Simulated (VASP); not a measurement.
**Charges calculation of WH2O3F2**

The run: charges calculation of WH2O3F2 (8 atoms in the cell). Method and program: Kohn-Sham DFT of a periodic cell, PBE with TS, VASP PAW PBE potentials, recommended, no spin polarisation (VASP 6.6.1).

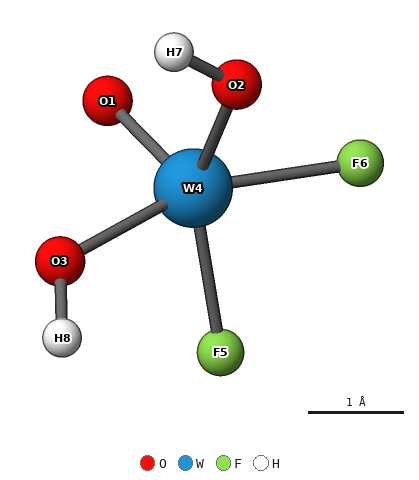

*The structure (ball-and-stick view of the molecule without its box, seen at a tilt; atoms are numbered from 1 in the order of the input).*

Bond lengths as drawn: F–W 1.86 to 1.88 Å, H–O 0.96 Å and O–W 1.68 to 1.89 Å.

INCAR
```
SYSTEM = H2WO3F2
ALGO     = Fast           ! electronic algorithm
EDIFF    = 1E-6           ! SCF threshold, eV
ENCUT    = 520            ! plane-wave cutoff, eV
GGA      = PE             ! functional
ISIF     = 2              ! what is computed and relaxed
ISMEAR   = 0              ! smearing method
IVDW     = 2              ! dispersion correction
LASPH    = .True.         ! aspherical terms in the spheres
LCHARG   = .True.         ! write CHGCAR
LELF     = .True.         ! ELF
LORBIT   = 10             ! projections on sites
LREAL    = .False.        ! projectors in reciprocal space
LVACPOTAV= .True.       
LVHAR    = .True.       
LWAVE    = .False.        ! write WAVECAR
NELM     = 60             ! most SCF steps
PREC     = Accurate       ! precision mode
SIGMA    = 0.01           ! smearing width, eV
```

KPOINTS
```
k-points
0
Gamma
  1 1 1
  0 0 0
```

POSCAR
```
H2WO3F2
1.0
   13.0000000000      0.0000000000      0.0000000000
    0.0000000000     13.0000000000      0.0000000000
    0.0000000000      0.0000000000     13.0000000000
O W F H
3 1 2 2
Direct
    0.3768192300      0.4365038500      0.6254192300
    0.5928807700      0.4752730800      0.5882038500
    0.4754730800      0.3774961500      0.4505115400
    0.4571115400      0.4901884600      0.5394961500
    0.3832346200      0.5501730800      0.4307653800
    0.4692423100      0.6257346200      0.5833192300
    0.6251807700      0.4091269200      0.5945346200
    0.4966115400      0.3784038500      0.3798115400
```

Machine: 1 thread of Intel Xeon @ 2.50GHz (Skylake/Cascade Lake), 128 GiB of memory available, shared host.

Launched with:
```bash
cat potpaw_PBE.64/O/POTCAR potpaw_PBE.64/W_sv/POTCAR potpaw_PBE.64/F/POTCAR potpaw_PBE.64/H/POTCAR > POTCAR
mpirun -np 1 vasp_gam > vasp.out
```

OSZICAR
```
N       E                     dE             d eps       ncg     rms          rms(c)
DAV:   1     0.560368795876E+03    0.56037E+03   -0.17027E+04    74   0.106E+03
DAV:   2     0.214006111314E+03   -0.34636E+03   -0.32833E+03    84   0.196E+02
DAV:   3    -0.305978716380E+02   -0.24460E+03   -0.24300E+03    84   0.156E+02
DAV:   4    -0.626884936657E+02   -0.32091E+02   -0.32060E+02    68   0.776E+01
DAV:   5    -0.631912445908E+02   -0.50275E+00   -0.49911E+00    68   0.104E+01    0.538E+01
RMM:   6    -0.517390117347E+02    0.11452E+02   -0.61366E+01    86   0.406E+01    0.165E+01
RMM:   7    -0.525128889280E+02   -0.77388E+00   -0.11873E+01    95   0.140E+01    0.672E+00
RMM:   8    -0.523908185585E+02    0.12207E+00   -0.31104E+00    82   0.956E+00    0.524E+00
RMM:   9    -0.521608896098E+02    0.22993E+00   -0.34001E-01    72   0.367E+00    0.134E+00
RMM:  10    -0.521636539474E+02   -0.27643E-02   -0.44967E-01    78   0.326E+00    0.977E-01
RMM:  11    -0.521503056606E+02    0.13348E-01   -0.47411E-02    79   0.131E+00    0.238E-01
RMM:  12    -0.521538725458E+02   -0.35669E-02   -0.16555E-02    83   0.561E-01    0.246E-01
RMM:  13    -0.521554326313E+02   -0.15601E-02   -0.71412E-03    85   0.441E-01    0.804E-02
RMM:  14    -0.521615179905E+02   -0.60854E-02   -0.45907E-03    84   0.299E-01    0.189E-01
RMM:  15    -0.521635845714E+02   -0.20666E-02   -0.90534E-04    73   0.139E-01    0.166E-01
RMM:  16    -0.521664123235E+02   -0.28278E-02   -0.39431E-03    98   0.260E-01    0.101E-01
RMM:  17    -0.521667347153E+02   -0.32239E-03   -0.32767E-04    70   0.952E-02    0.540E-02
RMM:  18    -0.521677577563E+02   -0.10230E-02   -0.45069E-04    82   0.103E-01    0.350E-02
RMM:  19    -0.521681984712E+02   -0.44071E-03   -0.57827E-05    68   0.364E-02    0.110E-02
RMM:  20    -0.521685131033E+02   -0.31463E-03   -0.10773E-04    78   0.453E-02    0.246E-02
RMM:  21    -0.521686928735E+02   -0.17977E-03   -0.55977E-05    75   0.342E-02    0.355E-03
RMM:  22    -0.521687417409E+02   -0.48867E-04   -0.11312E-05    67   0.131E-02    0.600E-03
RMM:  23    -0.521687783175E+02   -0.36577E-04   -0.23117E-06    50   0.609E-03    0.602E-03
RMM:  24    -0.521687982676E+02   -0.19950E-04   -0.30412E-06    54   0.738E-03    0.746E-04
RMM:  25    -0.521688064852E+02   -0.82176E-05   -0.53082E-07    40   0.345E-03    0.853E-04
RMM:  26    -0.521688096554E+02   -0.31702E-05   -0.32505E-07    38   0.258E-03    0.102E-03
RMM:  27    -0.521688109977E+02   -0.13423E-05   -0.10554E-07    34   0.181E-03    0.444E-04
RMM:  28    -0.521688119267E+02   -0.92901E-06   -0.46913E-08    29   0.143E-03
   1 F= -.52207434E+02 E0= -.52207434E+02  d E =-.204370E-77
```

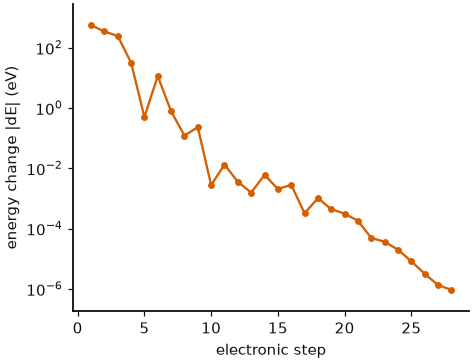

*Convergence of the self-consistent field: energy change |dE| against the electronic step.*

It takes 28 electronic steps. The density is held fixed in the first few steps, and dE rises again when its update begins.

Parts of OUTCAR
```
SYSTEM = H2WO3F2
   EDIFF = 1E-6
   ENCUT = 520
   GGA = PE
   ISIF = 2
   ISMEAR = 0
   IVDW = 2
   LASPH = .True.
   LORBIT = 10
   LREAL = .False.
   NELM = 60
   PREC = Accurate
  IVDW =   2
  VDW_C6AU =     15.600   847.930     9.520     6.500 au
  VDW_ALPHA =    5.400  71.041   3.800   4.500 au
  VDW_R0AU =    3.194   4.082   3.042   3.099 au
  VDW_RADIUS =    50.000 A
  VDW_IDAMPF =  0
  VDW_S6 =     1.000
  VDW_SR =     0.940
  VDW_D =    20.000

 ion  position               nearest neighbor table
   1  0.377  0.437  0.625-   4 1.68
   2  0.593  0.475  0.588-   7 0.96   4 1.89
   3  0.475  0.377  0.451-   8 0.96   4 1.88
   4  0.457  0.490  0.539-   1 1.68   6 1.86   5 1.88   3 1.88   2 1.89
   5  0.383  0.550  0.431-   4 1.88
   6  0.469  0.626  0.583-   4 1.86
   7  0.625  0.409  0.595-   2 0.96
   8  0.497  0.378  0.380-   3 0.96

  LATTYP: Found a simple cubic cell.
 ALAT       =    13.0000000000

  Lattice vectors:

 A1 = (  13.0000000000,   0.0000000000,   0.0000000000)
 A2 = (   0.0000000000,  13.0000000000,   0.0000000000)
 A3 = (   0.0000000000,   0.0000000000,  13.0000000000)

Analysis of symmetry for initial positions (statically):
=====================================================================
 Subroutine PRICEL returns:
 Original cell was already a primitive cell.

 Routine SETGRP: Setting up the symmetry group for a
 simple cubic supercell.

 Subroutine GETGRP returns: Found  1 space group operations
 (whereof  1 operations were pure point group operations)
 out of a pool of 48 trial point group operations.

The static configuration has the point symmetry C_1 .

Analysis of symmetry for dynamics (positions and initial velocities):
=====================================================================
 Subroutine PRICEL returns:
 Original cell was already a primitive cell.

 Routine SETGRP: Setting up the symmetry group for a
 simple cubic supercell.

 Subroutine GETGRP returns: Found  1 space group operations
 (whereof  1 operations were pure point group operations)
 out of a pool of 48 trial point group operations.

The dynamic configuration has the point symmetry C_1 .

 Subroutine INISYM returns: Found  1 space group operations
 (whereof  1 operations are pure point group operations),
 and found     1 'primitive' translations

----------------------------------------------------------------------------------------

                                     Primitive cell

  volume of cell :    2197.0000

  direct lattice vectors                    reciprocal lattice vectors
    13.000000000  0.000000000  0.000000000     0.076923077  0.000000000  0.000000000
     0.000000000 13.000000000  0.000000000     0.000000000  0.076923077  0.000000000
     0.000000000  0.000000000 13.000000000     0.000000000  0.000000000  0.076923077

  length of vectors
    13.000000000 13.000000000 13.000000000     0.076923077  0.076923077  0.076923077

  position of ions in fractional coordinates (direct lattice)
     0.376819230  0.436503850  0.625419230
     0.592880770  0.475273080  0.588203850
     0.475473080  0.377496150  0.450511540
     0.457111540  0.490188460  0.539496150
     0.383234620  0.550173080  0.430765380
     0.469242310  0.625734620  0.583319230
     0.625180770  0.409126920  0.594534620
     0.496611540  0.378403850  0.379811540

  ion indices of the primitive-cell ions
   primitive index   ion index
                 1           1
                 2           2
                 3           3
                 4           4
                 5           5
                 6           6
                 7           7
                 8           8

----------------------------------------------------------------------------------------

 KPOINTS: k-points

Automatic generation of k-mesh.
 Grid dimensions read from file:
 generate k-points for:    1    1    1

 Generating k-lattice:

  Cartesian coordinates                     Fractional coordinates (reciprocal lattice)
     0.076923077  0.000000000  0.000000000     1.000000000  0.000000000  0.000000000
     0.000000000  0.076923077  0.000000000     0.000000000  1.000000000  0.000000000
     0.000000000  0.000000000  0.076923077     0.000000000  0.000000000  1.000000000

  Length of vectors
     0.076923077  0.076923077  0.076923077

  Shift w.r.t. Gamma in fractional coordinates (k-lattice)
     0.000000000  0.000000000  0.000000000

 Subroutine IBZKPT returns following result:
 ===========================================

 Found      1 irreducible k-points:

 Following reciprocal coordinates:
            Coordinates               Weight
  0.000000  0.000000  0.000000      1.000000
   k-points           NKPTS =      1   k-points in BZ     NKDIM =      1   number of bands    NBANDS=     29
   number of dos      NEDOS =    301   number of ions     NIONS =      8
   total plane-waves  NPLWV = 941192
   dimension x,y,z NGX =    98 NGY =   98 NGZ =   98
   dimension x,y,z NGXF=   196 NGYF=  196 NGZF=  196
   ions per type =               3   1   2   2
   NGX,Y,Z   is equivalent  to a cutoff of  12.53, 12.53, 12.53 a.u.
   NGXF,Y,Z  is equivalent  to a cutoff of  25.06, 25.06, 25.06 a.u.
 SYSTEM =  H2WO3F2
   PREC   = accura    normal or accurate (medium, high low for compatibility)
   ISTART =      0    job   : 0-new  1-cont  2-samecut
   ICHARG =      2    charge: 1-file 2-atom 10-const
   ISPIN  =      1    spin polarized calculation?
   LNONCOLLINEAR =      F non collinear calculations
   LSORBIT =      F    spin-orbit coupling
   LASPH  =      T    aspherical Exc in radial PAW
   ENCUT  =  520.0 eV  38.22 Ry    6.18 a.u.  24.17 24.17 24.17*2*pi/ulx,y,z
   NELM   =     60;   NELMIN=  2; NELMDL= -5     # of ELM steps
   EDIFF  = 0.1E-05   stopping-criterion for ELM
   LREAL  =      F    real-space projection
   EDIFFG = 0.1E-04   stopping-criterion for IOM
   NSW    =      0    number of steps for IOM
   IBRION =     -1    ionic relax: 0-MD 1-quasi-New 2-CG
   NFREE  =      0    steps in history (QN), initial steepest desc. (CG)
   ISIF   =      2    stress and relaxation
   ISYM   =      2    0-nonsym 1-usesym 2-fastsym
   POTIM  = 0.5000    time-step for ionic-motion
   TEBEG  =    0.0;   TEEND  =   0.0 temperature during run
   PSTRESS=    0.0 pullay stress
   NELECT =      48.0000    total number of electrons
   NUPDOWN=      -1.0000    fix difference up-down
   EMIN   =  10.00;   EMAX   =-10.00  energy-range for DOS
   EFERMI =   0.00;   METHOD = LEGACY
   ISMEAR =     0;   SIGMA  =   0.01  broadening in eV -4-tet -1-fermi 0-gaus
   EFERMI_NEDOS =   21; number of points for ismear=-14 and -15
   IALGO  =     68    algorithm
   IMIX   =      4    mixing-type and parameters
     AMIX     =   0.40;   BMIX     =  1.00
     AMIX_MAG =   1.60;   BMIX_MAG =  1.00
  volume/ion in A,a.u.               =     274.62      1853.26
  Fermi-wavevector in a.u.,A,eV,Ry     =   0.457662  0.864857  2.849806  0.209455
  Thomas-Fermi vector in A             =   1.442535
   LORBIT       =     10    0 simple, 1 ext, 2 COOP (PROOUT), +10 PAW based schemes
   GGA     = PE    functional components
   LHFCALC =     F    Hartree Fock is set to
   AEXX    =    0.0000 exact exchange contribution
   IVDW    =     2    specifies the selected vdW correction
   LEPSILON=     F    determine dielectric tensor
   LRPA    =     F    only Hartree local field effects (RPA)
 non-spin polarized calculation
 RMM-DIIS sequential band-by-band and
 Gauss-broadening in eV      SIGMA  =   0.01
  energy-cutoff  :      520.00
  volume of cell :     2197.00
 maximum number of plane-waves:     29543
 NGX is ok and might be reduce to    98
   NGX = 49   NGY = 49   NGZ = 49

 number of electron      47.9999993 magnetization

 Free energy of the ion-electron system (eV)
  ---------------------------------------------------
  ext. energy  EPLUGINS =         0.00000000
  ---------------------------------------------------
  free energy    TOTEN  =       -52.16881193 eV

  energy without entropy =      -52.16881193  energy(sigma->0) =      -52.16881193

 E-fermi :  -7.7244     XC(G=0):  -0.7151     alpha+bet : -0.3176

 val. band max:       -7.8561916497   @ k =   0.0000   0.0000   0.0000
 cond. band min:      -3.7133516387   @ k =   0.0000   0.0000   0.0000
 fundamental gap:      4.1428400110
 Fermi energy:        -7.7243928096

 k-point     1 :       0.0000    0.0000    0.0000
  band No.  band energies     occupation
      1     -81.4721      2.00000
      2     -45.9840      2.00000
      3     -45.8210      2.00000
      4     -45.7784      2.00000
      5     -29.0005      2.00000
      6     -28.8057      2.00000
      7     -25.3721      2.00000
      8     -25.1755      2.00000
      9     -23.4969      2.00000
     10     -13.8362      2.00000
     11     -13.4198      2.00000
     12     -11.7658      2.00000
     13     -11.4882      2.00000
     14     -11.3303      2.00000
     15     -10.8722      2.00000
     16     -10.6613      2.00000
     17      -9.9230      2.00000
     18      -9.4583      2.00000
     19      -9.3447      2.00000
     20      -9.1806      2.00000
     21      -8.9499      2.00000
     22      -8.4622      2.00000
     23      -8.3255      2.00000
     24      -7.8562      2.00000
     25      -3.7134      0.00000
     26      -2.2549      0.00000
     27      -1.1399      0.00000
     28      -0.7821      0.00000
     29      -0.3266      0.00000

------------------------ aborting loop because EDIFF is reached ----------------------------------------

  Hirshfeld charges:
            ion         q(e)
   ------------------------------
      1     O       -0.28161802
      2     O       -0.30014459
      3     O       -0.28706151
      4     W        0.96681871
      5     F       -0.23452238
      6     F       -0.21081468
      7     H        0.17070617
      8     H        0.17663629

  Tkatchenko/Scheffler method for vdW energy calculation

  Number of pair interactions contributing to vdW energy:    8718

  Edisp (eV):   -0.03862

  FORCE on cell =-STRESS in cart. coord.  units (eV):
  Direction    XX          YY          ZZ          XY          YZ          ZX
  --------------------------------------------------------------------------------------
  -------------------------------------------------------------------------------------
  Total       2.94599     3.62332     3.57467     0.14098    -0.31121    -0.42001
  in kB       2.14839     2.64233     2.60685     0.10281    -0.22695    -0.30629
  external pressure =        2.47 kB  Pullay stress =        0.00 kB

 VOLUME and BASIS-vectors are now :
 -----------------------------------------------------------------------------
  energy-cutoff  :      520.00
  volume of cell :     2197.00
      direct lattice vectors                 reciprocal lattice vectors
    13.000000000  0.000000000  0.000000000     0.076923077  0.000000000  0.000000000
     0.000000000 13.000000000  0.000000000     0.000000000  0.076923077  0.000000000
     0.000000000  0.000000000 13.000000000     0.000000000  0.000000000  0.076923077

 POSITION                                       TOTAL-FORCE (eV/Angst)
 -----------------------------------------------------------------------------------
      4.89865      5.67455      8.13045        -1.220658     -0.819099      1.286534
      7.70745      6.17855      7.64665         0.412735      0.418805      0.201918
      6.18115      4.90745      5.85665        -0.111056     -0.606714      0.095857
      5.94245      6.37245      7.01345         0.851368      0.188119     -0.727113
      4.98205      7.15225      5.59995        -0.485506      0.386790     -0.678835
      6.10015      8.13455      7.58315         0.087589      0.926516      0.315332
      8.12735      5.31865      7.72895         0.281704     -0.491704      0.058647
      6.45595      4.91925      4.93755         0.183823     -0.002712     -0.552340
 -----------------------------------------------------------------------------------
    total drift:                                0.000453     -0.001163      0.001858

  FREE ENERGIE OF THE ION-ELECTRON SYSTEM (eV)
  ---------------------------------------------------
  free  energy   TOTEN  =       -52.2074344871 eV

  energy  without entropy=      -52.2074344871  energy(sigma->0) =      -52.20743449

 total charge

# of ion       s       p       d       tot
------------------------------------------
    1        1.606   3.400   0.000   5.006
    2        1.563   3.585   0.000   5.149
    3        1.563   3.589   0.000   5.152
    4        2.433   6.537   3.271  12.240
    5        1.747   4.340   0.000   6.087
    6        1.748   4.338   0.000   6.087
    7        0.620   0.131   0.000   0.751
    8        0.620   0.132   0.000   0.752
--------------------------------------------------
tot         11.901  26.052   3.271  41.223
```

CONTCAR
```
H2WO3F2
   1.00000000000000
    13.0000000000000000    0.0000000000000000    0.0000000000000000
     0.0000000000000000   13.0000000000000000    0.0000000000000000
     0.0000000000000000    0.0000000000000000   13.0000000000000000
  O               W               F               H
     3     1     2     2
Direct
     0.3768192300000024    0.4365038500000011    0.6254192299999985
     0.5928807700000007    0.4752730800000009    0.5882038499999993
     0.4754730800000004    0.3774961499999989    0.4505115400000008
     0.4571115399999996    0.4901884599999988    0.5394961499999980
     0.3832346200000032    0.5501730800000004    0.4307653799999969
     0.4692423099999985    0.6257346200000029    0.5833192300000007
     0.6251807700000001    0.4091269199999985    0.5945346199999975
     0.4966115400000035    0.3784038499999980    0.3798115399999986

  0.00000000E+00  0.00000000E+00  0.00000000E+00
  0.00000000E+00  0.00000000E+00  0.00000000E+00
  0.00000000E+00  0.00000000E+00  0.00000000E+00
  0.00000000E+00  0.00000000E+00  0.00000000E+00
  0.00000000E+00  0.00000000E+00  0.00000000E+00
  0.00000000E+00  0.00000000E+00  0.00000000E+00
  0.00000000E+00  0.00000000E+00  0.00000000E+00
  0.00000000E+00  0.00000000E+00  0.00000000E+00
```

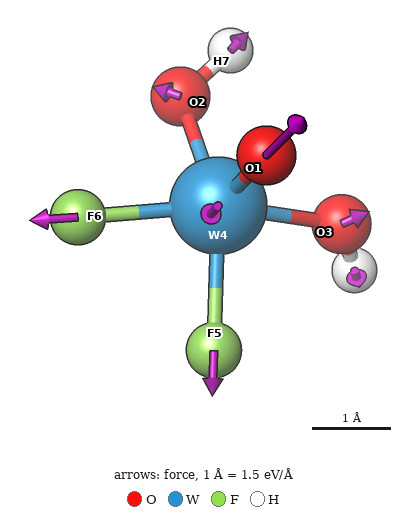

*Forces on the atoms as pink arrows (ball-and-stick view of the molecule without its box, seen at an oblique angle; atoms are numbered from 1 in the order of the input).*

The largest act on O1 (1.95 eV/Å); W4 (1.14 eV/Å); F6 (0.98 eV/Å); F5 (0.92 eV/Å), among others. The geometry is not a stationary point of this energy.

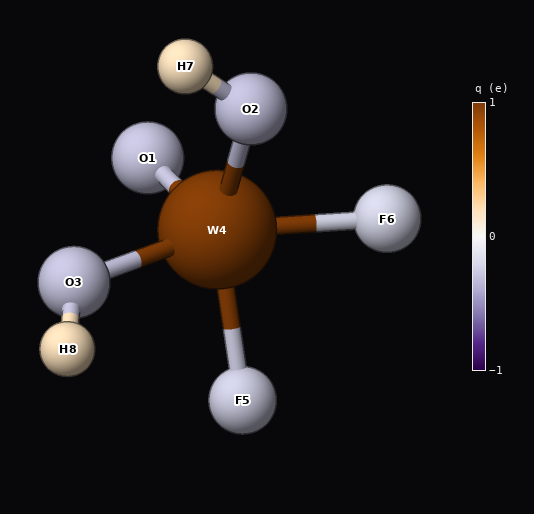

*Hirshfeld charges, as the colour of each atom (ball-and-stick view of the molecule without its box, seen at a tilt; atoms are numbered from 1 in the order of the input).*

By element: O −0.30 to −0.28, W +0.97, F −0.23 to −0.21 and H +0.17 to +0.18 e.

Key numbers

```csv
quantity,value
outcome,converged
electrons treated,48
free energy,−52.2074 eV
dispersion energy,−0.0386 eV
Fermi energy of the self-consistent step,−7.724 eV
gap on the k-point mesh,4.14 eV
largest force (length of the vector),1.953 eV/Å
wall time,6.5 min
peak memory,1.7 GiB
```

Spin–orbit coupling is left out, which matters for W.
